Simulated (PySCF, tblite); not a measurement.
# C₅H₁₃NSi: dynamics, then NMR shifts on frames, part 1 of 2

How do NMR shifts of C₅H₁₃NSi (`C=C(C)[SiH2]N(C)C`) change as the atoms move?

Programs: tblite 0.8.0 and PySCF 2.14.0, with density-fitted response routines of our own. Each step states its level of theory. These are calculated values for one molecule in the gas phase, unless marked as measured. Atoms count from 0, in the outputs and in this text.

## 1. Starting geometry

20 atoms, charge 0, multiplicity 1; geometry from: GFN2-xTB.

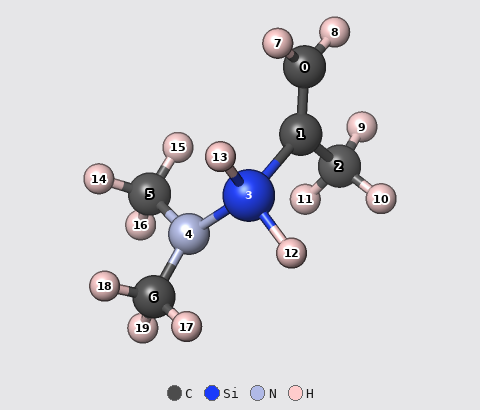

The starting geometry (carbon dark grey, silicon blue, nitrogen light blue, hydrogen pink), atoms numbered.

## 2. A short Langevin run with GFN2-xTB

What the job is given:

```
{"job": {"kind": "md", "xc": "GFN2-xTB", "basis": "xTB", "temperature": 600, "steps": 2000, "every": 50, "frames": 5}, "charge": 0, "multiplicity": 1}
C     -2.575677     0.205709     0.637028
C     -1.621045     0.316274    -0.275444
C     -1.816333    -0.209491    -1.665186
Si     0.027582     1.167152     0.077984
N      1.247645    -0.013356    -0.214677
C      1.126299    -1.364247     0.276083
C      2.621589     0.371572    -0.409480
H     -2.457190     0.593419     1.635184
H     -3.521562    -0.275038     0.429425
H     -2.725366    -0.803915    -1.744883
H     -1.883904     0.625607    -2.362046
H     -0.964015    -0.816080    -1.965125
H      0.302445     2.231590    -0.893449
H     -0.011609     1.739156     1.436734
H      1.633889    -1.494245     1.240140
H      0.076452    -1.617098     0.402491
H      1.576578    -2.060733    -0.438698
H      2.664494     1.370846    -0.833421
H      3.184988     0.369443     0.531846
H      3.109592    -0.325888    -1.096632
```

With the program's defaults for keys left out, this is: GFN2-xTB Langevin dynamics, gas phase.

Command:

```sh
> OMP_NUM_THREADS=1 python probes_run.py task.json out
```

The driver reads the jobs from task.json and runs them one after another.

Output:

```text
t/fs     T/K      E/eV
    0.0   492.8   -597.80258
   25.0   294.5   -596.98217
   50.0   351.9   -596.98674
   75.0   403.4   -596.82270
  100.0   555.0   -596.55000
  125.0   501.8   -596.41940
  150.0   481.4   -596.73921
  175.0   522.1   -596.58257
  200.0   437.6   -596.64599
  225.0   304.3   -596.83269
  250.0   375.5   -596.78247
  275.0   413.1   -596.87059
  300.0   437.0   -596.54094
  325.0   632.1   -596.91778
  350.0   467.8   -596.18960
  375.0   446.8   -596.07744
  400.0   877.6   -596.91804
  425.0   650.5   -596.32019
  450.0   441.4   -596.09492
  475.0   436.7   -596.17135
  500.0   507.7   -596.48821
  525.0   583.0   -596.43601
  550.0   543.6   -596.22853
  575.0   640.4   -596.39461
  600.0   557.2   -596.04421
  625.0   730.9   -596.57653
  650.0   667.6   -596.54961
  675.0   716.3   -596.79233
  700.0   683.3   -596.90956
  725.0   470.0   -596.37993
  750.0   525.8   -596.44572
  775.0   532.1   -596.34536
  800.0   604.6   -596.11336
  825.0   675.2   -596.21349
  850.0   562.5   -596.49558
  875.0   570.0   -596.48301
  900.0   643.9   -596.49030
  925.0   653.8   -596.21113
  950.0   662.7   -595.99434
  975.0   746.5   -596.23464
 1000.0   706.1   -596.01254
```

Run time: 12 s. Hardware: 1 thread of Arm Neoverse V2, shared host; peak memory 0.18 GiB.

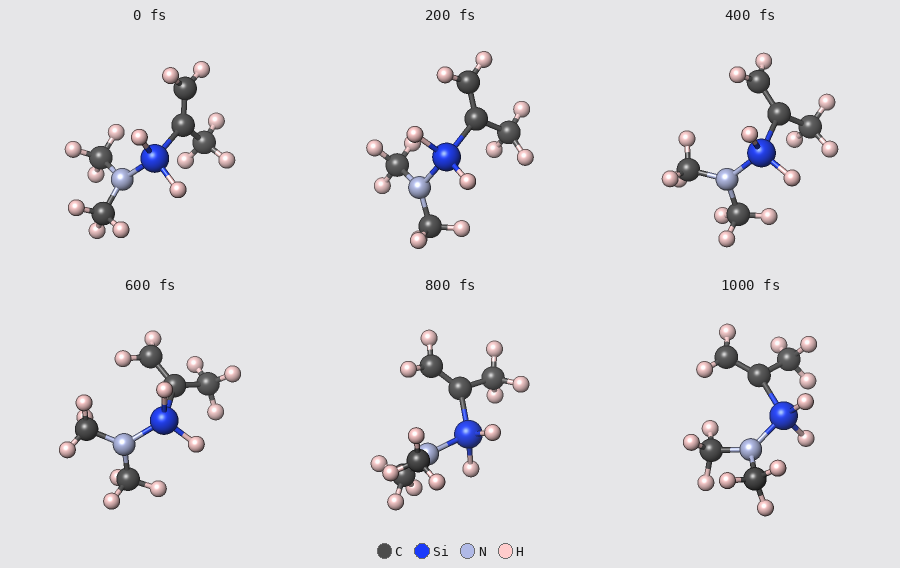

Frames of the run.

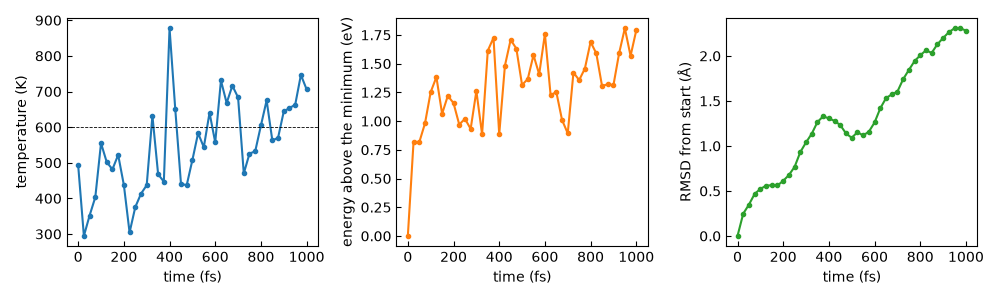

Temperature, potential energy and distance from the start.

Positions (Å) and forces (eV/Å) at 1000 fs:

```xyz
20

C    -0.815   -2.228    3.246   -2.111   -0.236   -1.946
C    -1.154   -1.582    2.133   -0.246    0.841   -0.999
C    -2.381   -2.091    1.442   -0.184    6.892   -1.321
Si   -0.629    0.061    1.192    0.422   -1.525   -0.536
N     1.070    0.212    1.276    2.642    0.143    0.671
C     1.817    1.476    1.028   -1.032   -0.414   -0.379
C     1.998   -0.837    1.832    0.011    0.776   -2.604
H     0.082   -1.980    3.664    1.504    0.089    1.790
H    -1.544   -3.029    3.475    1.289    0.260    0.610
H    -3.176   -1.304    1.722    0.466   -1.565   -0.083
H    -2.346   -1.946    0.363    0.343   -0.124   -0.146
H    -2.577   -3.021    1.620   -1.555   -5.097    1.414
H    -0.715   -0.337   -0.317   -0.484    0.469    0.888
H    -1.401    1.254    1.609    0.161   -0.290   -0.091
H     2.256    1.579   -0.036   -0.411   -0.567    1.589
H     1.054    2.276    1.103    0.719   -0.203    0.107
H     2.591    1.554    1.822   -0.403    0.290   -0.781
H     2.365   -0.533    2.799    0.512    0.224    0.072
H     1.395   -1.732    1.980    0.492   -0.047   -0.475
H     2.909   -0.975    0.998   -2.135    0.084    2.221
```

## 3. Nuclear shieldings: 250 fs, PBE0/pcSseg-1

What the job is given:

```
{"job": {"kind": "nmr", "xc": "PBE0", "basis": "pcSseg-1", "pop": false}, "charge": 0, "multiplicity": 1}
C     -2.618200     0.007300     1.704700
C     -1.935500     0.308800     0.640900
C     -2.551600     0.070200    -0.724500
Si    -0.153400     1.178300     0.820000
N      1.123600     0.196800     0.092900
C      1.379900    -1.138800     0.671500
C      1.748900     0.357800    -1.205900
H     -2.180000     0.149700     2.698700
H     -3.598300    -0.550700     1.752500
H     -3.625300     0.195300    -0.596100
H     -2.170600     0.871100    -1.286800
H     -2.348500    -0.783300    -1.359700
H     -0.120200     2.359800    -0.075500
H      0.161600     1.362100     2.270700
H      1.169700    -1.224800     1.743300
H      0.726000    -1.954700     0.209600
H      2.373200    -1.327200     0.590800
H      1.145100     1.013600    -1.787900
H      2.727300     0.609900    -1.025600
H      1.665600    -0.616100    -1.755400
```

Method: GIAO PBE0/pcSseg-1 NMR shielding, non-relativistic, gas phase.

Output:

```text
coarse grid: 16176 points
cycle   1  E = -541.9721304193  dE =  4.828e-01  |g| = 4.727e-01  |ddm| = 3.845e+00
cycle   2  E = -541.9481823975  dE =  2.395e-02  |g| = 5.755e-01  |ddm| = 1.027e+00
cycle   3  E = -542.0303492269  dE = -8.217e-02  |g| = 8.082e-02  |ddm| = 6.204e-01
cycle   4  E = -542.0314419675  dE = -1.093e-03  |g| = 3.383e-02  |ddm| = 8.574e-02
cycle   5  E = -542.0316938858  dE = -2.519e-04  |g| = 6.361e-03  |ddm| = 3.380e-02
cycle   6  E = -542.0317036150  dE = -9.729e-06  |g| = 2.029e-03  |ddm| = 8.827e-03
final grid: 148800 points
cycle   7  E = -542.0724003727  dE = -3.598e-05  |g| = 8.604e-03  |ddm| = 2.744e-02
cycle   8  E = -542.0723923236  dE =  8.049e-06  |g| = 1.034e-02  |ddm| = 1.668e-02
cycle   9  E = -542.0724191967  dE = -2.687e-05  |g| = 1.209e-03  |ddm| = 9.450e-03
cycle  10  E = -542.0724195069  dE = -3.101e-07  |g| = 2.940e-04  |ddm| = 1.212e-03
cycle  11  E = -542.0724195261  dE = -1.928e-08  |g| = 6.956e-05  |ddm| = 3.007e-04
cycle  12  E = -542.0724195271  dE = -9.693e-10  |g| = 2.938e-05  |ddm| = 7.109e-05
converged SCF energy = -542.0724195271

GIAO shielding tensors (ppm)
atom      isotropic    diamagn.    paramagn.     s11        s22        s33       span
  0 C       52.911     254.422    -201.510    -55.857     71.535    143.055    198.912
  1 C       33.424     262.669    -229.245    -74.795     14.644    160.423    235.218
  2 C      167.044     246.175     -79.131    148.890    157.685    194.557     45.667
  3 Si     361.287     882.155    -520.868    329.816    366.030    388.015     58.199
  4 N      247.862     329.469     -81.607    215.868    251.823    275.894     60.026
  5 C      145.166     245.722    -100.555    113.262    135.880    186.358     73.096
  6 C      146.374     247.521    -101.147    116.460    133.335    189.326     72.866
  7 H       26.082      31.984      -5.901     23.218     24.575     30.454      7.236
  8 H       25.057      29.435      -4.378     22.913     24.242     28.017      5.105
  9 H       29.946      29.340       0.606     25.364     28.725     35.750     10.386
 10 H       30.873      32.244      -1.371     26.469     31.089     35.060      8.591
 11 H       29.931      30.918      -0.987     26.499     28.167     35.127      8.628
 12 H       26.447      31.129      -4.683     23.477     25.525     30.338      6.861
 13 H       26.334      31.011      -4.678     22.377     25.468     31.156      8.779
 14 H       29.145      31.521      -2.376     25.322     27.168     34.946      9.623
 15 H       28.266      30.879      -2.613     23.643     26.740     34.415     10.772
 16 H       30.887      32.569      -1.681     26.793     27.972     37.897     11.104
 17 H       28.893      32.190      -3.297     24.262     27.947     34.470     10.207
 18 H       29.523      31.254      -1.731     23.558     27.642     37.368     13.810
 19 H       28.814      30.796      -1.982     25.275     26.612     34.555      9.279
```

It took 25 s on 1 thread of Arm Neoverse V2, shared host; peak memory 0.85 GiB.

The references, computed at this level on geometries of the same kind, shield at (ppm): ¹H TMS 31.72, ¹³C TMS 186.9, ²⁹Si TMS 349.2, ¹⁵N NH3 267.7. Their shielding less the atom's gives the shift. The references are single molecules in the gas phase, so shifts against H2O, NH3, PH3, H3PO4 or CFCl3 are not on the usual liquid scales and can be off by tens of ppm. Each atom is listed at this fixed geometry, with no averaging over motion; a spectrum would average atoms that exchange fast.

| atoms | environment | σ (ppm) | δ (ppm) |
| --- | --- | --- | --- |
| C1 | fully substituted alkene carbon | 33.4 | 153.5 |
| C0 | terminal =CH2 carbon | 52.9 | 134.0 |
| C5 | methyl carbon bonded to N | 145.2 | 41.8 |
| C6 | methyl carbon bonded to N | 146.4 | 40.6 |
| C2 | allylic methyl carbon | 167.0 | 19.9 |
| H8 | hydrogen on a terminal =CH2 carbon | 25.06 | 6.66 |
| H7 | hydrogen on a terminal =CH2 carbon | 26.08 | 5.63 |
| H13 | hydrogen on a silicon bonded to C, N | 26.33 | 5.38 |
| H12 | hydrogen on a silicon bonded to C, N | 26.45 | 5.27 |
| H15 | hydrogen on a methyl carbon bonded to N | 28.27 | 3.45 |
| H19 | hydrogen on a methyl carbon bonded to N | 28.81 | 2.90 |
| H17 | hydrogen on a methyl carbon bonded to N | 28.89 | 2.82 |
| H14 | hydrogen on a methyl carbon bonded to N | 29.15 | 2.57 |
| H18 | hydrogen on a methyl carbon bonded to N | 29.52 | 2.19 |
| H11 | hydrogen on an allylic methyl carbon | 29.93 | 1.79 |
| H9 | hydrogen on an allylic methyl carbon | 29.95 | 1.77 |
| H10 | hydrogen on an allylic methyl carbon | 30.87 | 0.84 |
| H16 | hydrogen on a methyl carbon bonded to N | 30.89 | 0.83 |
| Si3 | silicon bonded to C, N, 2 H | 361.3 | -12.1 |
| N4 | nitrogen bonded to 2 C, Si | 247.9 | 19.9 |

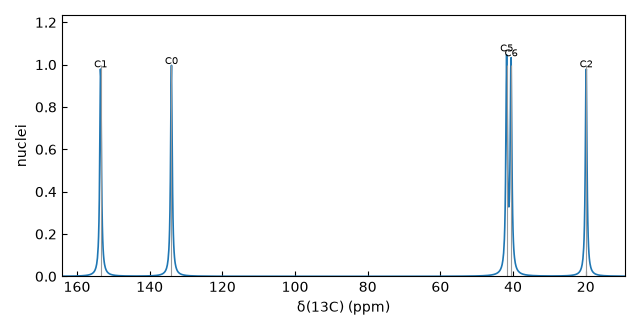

¹³C lines at the computed shifts, without couplings. Lines are broadened to a width of 0.53 ppm (Lorentzian).

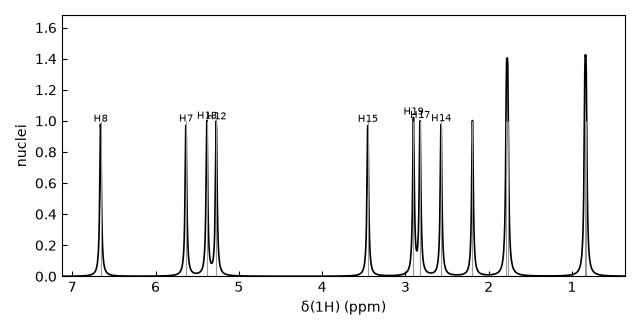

¹H lines at the computed shifts, without couplings. Lines are broadened to a width of 0.02 ppm (Lorentzian).

## 4. NMR shieldings: 425 fs, PBE0/pcSseg-1

What the job is given:

```
{"job": {"kind": "nmr", "xc": "PBE0", "basis": "pcSseg-1", "pop": false}, "charge": 0, "multiplicity": 1}
C     -2.193400    -0.853100     1.788600
C     -1.683800    -0.282600     0.674000
C     -2.485500    -0.639300    -0.495700
Si    -0.293000     1.093400     0.912200
N      1.278900     0.268000     0.678400
C      1.834000    -0.709100     1.591300
C      1.716400     0.106400    -0.684200
H     -1.632700    -0.555100     2.668700
H     -2.988800    -1.458000     1.712300
H     -2.794500     0.294100    -1.016600
H     -1.972300    -1.399200    -1.074300
H     -3.494300    -0.976400    -0.220700
H     -0.299400     2.095700    -0.126300
H     -0.354600     1.534100     2.258800
H      0.955300    -0.875600     2.208100
H      1.958900    -1.670100     1.132300
H      2.741000    -0.501900     2.158700
H      0.930300     0.582000    -1.286500
H      2.695200     0.458100    -0.919800
H      1.774300    -0.937600    -0.814000
```

Method: GIAO PBE0/pcSseg-1 NMR shielding, non-relativistic, gas phase.

Output:

```text
coarse grid: 16176 points
cycle   1  E = -541.9479635721  dE =  6.448e-01  |g| = 4.888e-01  |ddm| = 3.848e+00
cycle   2  E = -541.9200669918  dE =  2.790e-02  |g| = 6.054e-01  |ddm| = 1.077e+00
cycle   3  E = -542.0105178530  dE = -9.045e-02  |g| = 7.936e-02  |ddm| = 6.424e-01
cycle   4  E = -542.0115618316  dE = -1.044e-03  |g| = 3.321e-02  |ddm| = 8.350e-02
cycle   5  E = -542.0118027661  dE = -2.409e-04  |g| = 5.822e-03  |ddm| = 3.396e-02
cycle   6  E = -542.0118110002  dE = -8.234e-06  |g| = 1.417e-03  |ddm| = 8.052e-03
final grid: 148800 points
cycle   7  E = -542.0510705884  dE = -3.525e-05  |g| = 8.128e-03  |ddm| = 2.748e-02
cycle   8  E = -542.0510638778  dE =  6.711e-06  |g| = 9.675e-03  |ddm| = 1.534e-02
cycle   9  E = -542.0510872130  dE = -2.334e-05  |g| = 1.146e-03  |ddm| = 8.777e-03
cycle  10  E = -542.0510874937  dE = -2.808e-07  |g| = 2.630e-04  |ddm| = 1.117e-03
cycle  11  E = -542.0510875085  dE = -1.478e-08  |g| = 8.724e-05  |ddm| = 2.860e-04
cycle  12  E = -542.0510875100  dE = -1.511e-09  |g| = 3.662e-05  |ddm| = 8.688e-05
cycle  13  E = -542.0510875104  dE = -3.233e-10  |g| = 5.919e-06  |ddm| = 4.059e-05
converged SCF energy = -542.0510875104

GIAO shielding tensors (ppm)
atom      isotropic    diamagn.    paramagn.     s11        s22        s33       span
  0 C       37.870     257.714    -219.843    -96.881     74.645    135.847    232.729
  1 C       17.794     258.758    -240.964   -120.965      1.942    172.406    293.371
  2 C      155.967     245.861     -89.893    126.567    152.228    189.107     62.540
  3 Si     358.197     882.397    -524.200    329.863    363.484    381.244     51.381
  4 N      250.751     331.550     -80.799    215.799    264.133    272.321     56.522
  5 C      148.515     247.718     -99.203    107.805    148.218    189.522     81.717
  6 C      141.059     248.237    -107.178    107.961    129.387    185.830     77.869
  7 H       25.613      32.862      -7.248     20.138     24.123     32.579     12.441
  8 H       25.517      35.923     -10.406     19.121     27.339     30.090     10.969
  9 H       28.889      29.569      -0.679     24.498     28.473     33.697      9.199
 10 H       29.043      30.441      -1.398     25.385     27.766     33.977      8.593
 11 H       29.170      30.474      -1.304     25.730     28.560     33.219      7.489
 12 H       26.919      31.516      -4.598     23.723     25.716     31.317      7.594
 13 H       27.150      31.866      -4.716     23.448     25.915     32.086      8.638
 14 H       28.335      32.287      -3.952     21.862     28.557     34.585     12.723
 15 H       30.498      32.271      -1.773     26.415     29.229     35.849      9.434
 16 H       28.944      28.825       0.119     24.135     26.355     36.341     12.206
 17 H       28.298      32.656      -4.359     23.008     27.650     34.235     11.227
 18 H       29.228      30.896      -1.668     24.952     26.500     36.232     11.279
 19 H       30.234      34.203      -3.968     25.950     29.134     35.618      9.667
```

Run time: 25 s. Hardware: 1 thread of Arm Neoverse V2, shared host; peak memory 0.88 GiB.

Key values: δ C1 169.1, C0 149.1, C6 45.9, C5 38.4, H8 6.20, H7 6.10 ppm.

## 5. Shielding tensors: 625 fs, PBE0/pcSseg-1

What the job is given:

```
{"job": {"kind": "nmr", "xc": "PBE0", "basis": "pcSseg-1", "pop": false}, "charge": 0, "multiplicity": 1}
C     -1.616300    -1.516800     2.020300
C     -1.604500    -0.716500     0.906400
C     -2.495400    -1.094800    -0.270300
Si    -0.438000     0.784800     1.050600
N      1.330700     0.393100     1.141100
C      1.826000    -0.016600     2.450000
C      2.122800    -0.014600     0.006800
H     -1.296700    -1.196300     3.007500
H     -2.240400    -2.387600     1.987600
H     -2.991500    -0.140800    -0.549700
H     -1.791900    -1.305900    -1.014800
H     -3.252500    -1.881300    -0.021700
H     -0.357100     1.902500    -0.017400
H     -0.686100     1.615500     2.202200
H      1.119300     0.244700     3.236600
H      1.656600    -1.130100     2.476200
H      2.893100     0.357100     2.582700
H      1.434800    -0.248000    -0.794800
H      2.852400     0.773000    -0.338400
H      2.740300    -0.953600     0.155300
```

With the program's defaults for keys left out, this is: GIAO PBE0/pcSseg-1 NMR shielding, non-relativistic, gas phase.

Output:

```text
coarse grid: 16176 points
cycle   1  E = -541.9761798010  dE =  3.291e-01  |g| = 4.314e-01  |ddm| = 3.804e+00
cycle   2  E = -541.9540209453  dE =  2.216e-02  |g| = 5.429e-01  |ddm| = 9.997e-01
cycle   3  E = -542.0239402950  dE = -6.992e-02  |g| = 8.959e-02  |ddm| = 6.145e-01
cycle   4  E = -542.0254411116  dE = -1.501e-03  |g| = 3.169e-02  |ddm| = 1.003e-01
cycle   5  E = -542.0256681069  dE = -2.270e-04  |g| = 8.342e-03  |ddm| = 3.496e-02
cycle   6  E = -542.0256809987  dE = -1.289e-05  |g| = 4.537e-03  |ddm| = 1.013e-02
cycle   7  E = -542.0256862084  dE = -5.210e-06  |g| = 5.140e-04  |ddm| = 3.873e-03
final grid: 148800 points
cycle   8  E = -542.0653770467  dE = -3.147e-05  |g| = 7.930e-03  |ddm| = 2.431e-02
cycle   9  E = -542.0653711935  dE =  5.853e-06  |g| = 9.311e-03  |ddm| = 1.546e-02
cycle  10  E = -542.0653933854  dE = -2.219e-05  |g| = 1.015e-03  |ddm| = 8.881e-03
cycle  11  E = -542.0653935920  dE = -2.066e-07  |g| = 2.431e-04  |ddm| = 1.095e-03
cycle  12  E = -542.0653936041  dE = -1.208e-08  |g| = 5.413e-05  |ddm| = 2.485e-04
cycle  13  E = -542.0653936046  dE = -4.959e-10  |g| = 2.883e-05  |ddm| = 6.566e-05
converged SCF energy = -542.0653936046

GIAO shielding tensors (ppm)
atom      isotropic    diamagn.    paramagn.     s11        s22        s33       span
  0 C       40.934     251.523    -210.589    -84.964     64.019    143.747    228.711
  1 C       19.505     264.182    -244.677   -109.194      3.472    164.238    273.432
  2 C      154.876     251.500     -96.625    134.941    149.696    179.991     45.050
  3 Si     382.508     883.187    -500.679    344.278    369.808    433.439     89.161
  4 N      240.476     329.929     -89.453    203.269    241.970    276.190     72.921
  5 C      136.886     248.202    -111.316    104.383    127.748    178.525     74.142
  6 C      144.106     247.920    -103.814    112.447    134.813    185.057     72.610
  7 H       25.489      31.643      -6.154     21.157     25.098     30.212      9.055
  8 H       25.404      31.039      -5.635     21.544     25.220     29.447      7.904
  9 H       29.044      29.846      -0.802     24.746     28.634     33.753      9.007
 10 H       29.805      33.207      -3.402     25.585     29.675     34.155      8.570
 11 H       28.763      29.573      -0.810     25.439     27.437     33.412      7.972
 12 H       25.455      30.817      -5.362     21.799     24.619     29.948      8.150
 13 H       26.900      32.430      -5.530     23.861     25.571     31.267      7.406
 14 H       28.570      30.825      -2.255     24.965     27.482     33.262      8.297
 15 H       27.571      29.966      -2.395     22.705     26.794     33.214     10.508
 16 H       27.558      26.910       0.647     23.260     24.784     34.630     11.370
 17 H       28.851      33.997      -5.146     23.327     28.305     34.922     11.596
 18 H       27.889      29.527      -1.638     22.781     25.617     35.269     12.488
 19 H       28.695      30.447      -1.752     25.193     26.527     34.366      9.173
```

Run time: 25 s. Hardware: 1 thread of Arm Neoverse V2, shared host; peak memory 0.86 GiB.

In short: δ C1 167.4, C0 146.0, C5 50.0, C6 42.8, H8 6.31, H12 6.26 ppm.

(Continued in part 2 of 2.)
